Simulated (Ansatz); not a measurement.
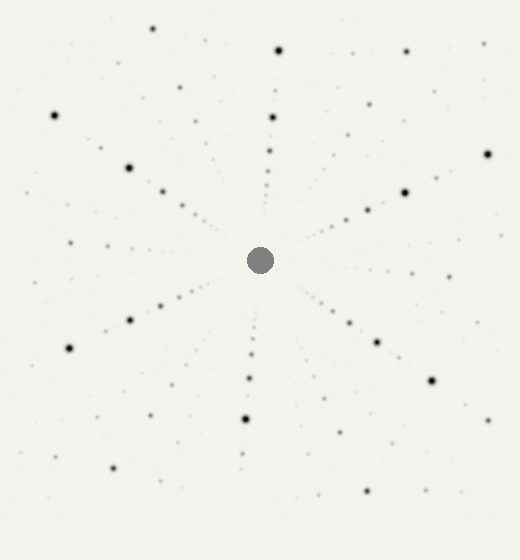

Simulated back-reflection Laue pattern (white X-rays, 0.45 to 2.2 Å, flat plate covering ±45° about the beam, kinematic intensities, seen from the source).

Question: What symmetry does the pattern show?

Answer: 3m: a threefold axis with three mirror lines.

The crystal is NiGe3, space group Pm-3m (No. 221), a = 4.04 Å. Structure: the end point of a relaxation with Ansatz 0.2.0, DFT PBE, scalar-relativistic, plane waves, PAW; the starting structure was generated, so it need not be a known form of this composition.

Question: Which direction points towards the source?

Answer: [111] or one equivalent to it by a rotation of the Laue group. In Laue class m-3m no other family of directions with a member of indices 0 and ±1 has this symmetry.
